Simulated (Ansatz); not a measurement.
# Lattice dynamics of Y3PbC (Pm-3m), part 2 of 2

The cell of Y3PbC (Pm-3m) is at rest. What are its phonons? After the zone centre comes a 2×2×2 q mesh on a 8×8×8 k mesh.

Ansatz 0.2.0; DFT PBEsol, scalar-relativistic, plane waves, PAW; PAW set soft_1.

So far. Step 2 (Modes at Γ): Before it was imposed, the acoustic sum rule was missed by 1.2e-5 eV/Å². Small misses are needed for a sound result but don't prove that mesh and cutoff are converged. The lowest optical mode is real, 90.2 cm⁻¹.

## 3. Phonons on a q mesh (continued)

The partial phonon density of states has structure finer than the step of the table below, so its rows give means over 25 cm⁻¹, whole bins alone (the curve runs from -10 to 522 cm⁻¹). Peaks (cm⁻¹: height): C 411.9: 0.0473, 428.7: 0.0383, 448.8: 0.0375, 475.5: 0.0459; Pb 70.4: 0.162; Y 97.2: 0.0983, 134.0: 0.138, 184.2: 0.138.

Phonopy on the run's constants, 11x11x11 mesh, Gaussian sigma 3.8 cm-1. Interpolated from a 2×2×2 q mesh. The partial phonon density of states by wavenumber; means over each step; values in 1/cm⁻¹/cell:

```
wavenumber (cm⁻¹)        C       Pb        Y
               25   5.7e-5  0.00150  0.00144
               50   2.0e-4   0.0196   0.0106
               75   1.0e-4   0.0830   0.0310
              100   5.6e-4   0.0116   0.0723
              125   1.6e-4  0.00300   0.0827
              150   9.8e-5  0.00126   0.0414
              175  0.00169   1.4e-5   0.0565
              200   6.2e-4   4.6e-6   0.0325
              225   2.8e-4   4.1e-6   0.0215
              250   5.7e-5        0  0.00611
              275        0        0   7.4e-5
              300        0        0        0
              325        0        0        0
              350        0        0        0
              375   2.4e-6        0        0
              400   0.0193   3.6e-6  0.00142
              425   0.0304   9.6e-6  0.00163
              450   0.0253   5.1e-6   5.5e-4
              475   0.0364   8.6e-6   1.9e-4
              500  0.00484        0   1.4e-5
```

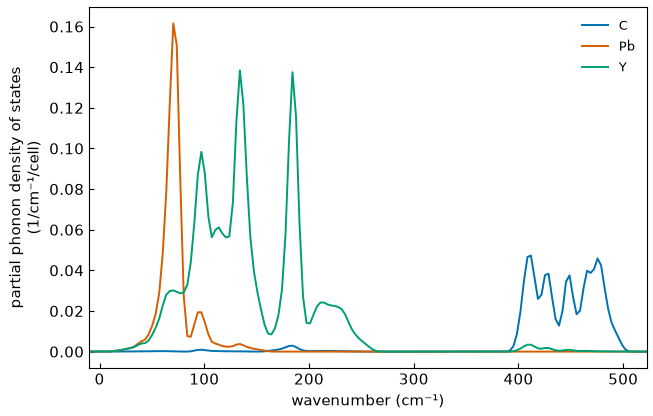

Partial phonon density of states against wavenumber.

Harmonic thermodynamic functions per atom, from the density of states. Interpolated from a 2×2×2 q mesh. Thermodynamic functions, by row:

```csv
T (K),F_vib (meV/atom),S (J/mol-atom/K),C_V (J/mol-atom/K)
0,34.83,0,0
50,34.13,4.538,8.723
100,29.52,13.05,15.61
200,8.95,25.78,20.81
300,-22.61,34.65,22.76
400,-62.12,41.33,23.63
500,-107.8,46.65,24.07
600,-158.5,51.07,24.33
700,-213.4,54.83,24.48
800,-272,58.1,24.59
900,-333.8,61.01,24.66
1000,-398.4,63.61,24.71
```

Harmonic mean-square displacement, third of the trace. Interpolated from a 2×2×2 q mesh. Mean square displacements, by row:

```
T (K)  Y1 U_eq (Å²)  Y2 U_eq (Å²)  Y3 U_eq (Å²)  Pb4 U_eq (Å²)  C5 U_eq (Å²)
    0       0.00155       0.00155       0.00155        0.00117        0.0034
  100       0.00253       0.00253       0.00253        0.00266       0.00371
  300       0.00648       0.00648       0.00648        0.00747       0.00555
  600       0.01274       0.01274       0.01274        0.01485       0.00955
```

Symmetry leaves 4 wavevectors to solve. The lowest mode among them, the acoustic zeros apart, lies at q = (0, -0.5, -0.5) and is real, 50.7 cm⁻¹.

## 4. Another isotope, element C, natural mass 12.011 amu

An isotope changes the mass and not the force constants, so no new electronic calculation is needed; the shifts show which modes move this element.

The same force constants with the mass of C changed from 12.011 to 13.003 u (phonopy, no LO-TO term). Both lists are sorted by frequency; levels can cross, so a row need not hold one and the same mode. Modes under 3 cm⁻¹ are left out. Isotope shifts, by row, the first 40 of 57 rows:

```csv
q,rank,natural mass (cm⁻¹),changed mass (cm⁻¹)
0 0 0,4,90.16,90.13
0 0 0,5,90.16,90.13
0 0 0,6,90.16,90.13
0 0 0,7,139.1,139.1
0 0 0,8,139.1,139.1
0 0 0,9,139.1,139.1
0 0 0,10,195.3,195.1
0 0 0,11,195.3,195.1
0 0 0,12,195.3,195.1
0 0 0,13,416.1,400.9
0 0 0,14,416.1,400.9
0 0 0,15,416.1,400.9
0 0 -0.5,1,67.93,67.93
0 0 -0.5,2,67.93,67.93
0 0 -0.5,3,78.01,78.01
0 0 -0.5,4,92.16,92.07
0 0 -0.5,5,92.16,92.07
0 0 -0.5,6,102.9,102.9
0 0 -0.5,7,125.1,125.1
0 0 -0.5,8,130.2,130.2
0 0 -0.5,9,130.2,130.2
0 0 -0.5,10,182.6,182.3
0 0 -0.5,11,182.6,182.3
0 0 -0.5,12,207.1,207.1
0 0 -0.5,13,398.4,384
0 0 -0.5,14,398.4,384
0 0 -0.5,15,499.1,479.7
0 -0.5 -0.5,1,50.7,50.7
0 -0.5 -0.5,2,70.47,70.47
0 -0.5 -0.5,3,70.47,70.47
0 -0.5 -0.5,4,74.57,74.57
0 -0.5 -0.5,5,119.2,119.2
0 -0.5 -0.5,6,119.2,119.2
0 -0.5 -0.5,7,126.9,126.9
0 -0.5 -0.5,8,126.9,126.9
0 -0.5 -0.5,9,135.8,135.8
0 -0.5 -0.5,10,158,157.4
0 -0.5 -0.5,11,183.6,183.6
0 -0.5 -0.5,12,234.7,234.7
0 -0.5 -0.5,13,411.8,397.2
```

A mode of this element alone would shift by -3.89 %. The highest zone-centre frequency without the field goes from 416.1 to 400.9 cm⁻¹ (-3.6 %). The product of the frequency ratios over all optical modes at Γ is 0.891; the product rule, (m/m′)^(3k/2) (M′/M)^(3/2) with k = 1 such atoms and M the mass of the cell, gives 0.890.

## 5. Isotope substitution, element Pb, natural mass 207.2 amu

The same for Pb, from 207.20 to 203.97 u.

A mode of this element alone would shift by +0.79 %. The highest zone-centre frequency without the field goes from 416.1 to 416.1 cm⁻¹ (+0.0 %). The product of the frequency ratios over all optical modes at Γ is 1.014; the product rule, (m/m′)^(3k/2) (M′/M)^(3/2) with k = 1 such atoms and M the mass of the cell, gives 1.014.

## 6. Outcome

| Quantity | Value |
| --- | --- |
| space group (within 0.01 Å) | Pm-3m |
| volume per atom | 22.9 Å³ |
| electronic character | no gap on this mesh |
| highest optical mode at the zone centre (no LO-TO term) | 416 cm⁻¹ |
| lowest optical zone-centre mode | 90.2 cm⁻¹ |
| lowest mode on the q mesh (acoustic modes at Γ apart) | 50.7 cm⁻¹ |
| highest frequency on the path or at a solved wavevector | 499 cm⁻¹ |
| zero-point energy per atom | 34.8 meV |
| heat capacity at 300 K | 22.8 J/(mol atoms K) |
| vibrational entropy at 300 K | 34.6 J/(mol atoms K) |
| Debye temperature (second moment) | 431 K |
| imaginary modes on the 2×2×2 q mesh | none |

What this shows: The structure is a minimum as far as tested: no mode is imaginary at the 4 irreducible wavevectors of the 2×2×2 mesh, and the softest away from the acoustic zeros lies at 51 cm⁻¹. The optical modes at Γ span 90 to 416 cm⁻¹. The highest mode in this list at Γ, 416.1 cm⁻¹, is mostly motion of C (94 % of the kinetic energy). On the path and the mesh, the widest gap between branches runs from 261 to 398 cm⁻¹. With no gap, or one that is small against the smearing, the frequencies hang on the k mesh and the smearing, most of all near Kohn anomalies. The phonon runs are without spin polarisation, although the cell has an odd electron count. Spin-orbit coupling is left out, which can matter for the heavy elements here. The PAW files were made for PBE and serve the other functionals too. These are harmonic frequencies at zero temperature: anharmonic shifts, linewidths and thermal expansion are left out.

[Logs are printed without paths, hosts, clocks, repeated set-up lines and the standing remarks that a program may print on its own settings, such as how far it seeks lower states.]

[Hosts, paths, dates, database ids (printed as entryN), source tags and the programs' standing remarks are cut or masked in the printed files.]
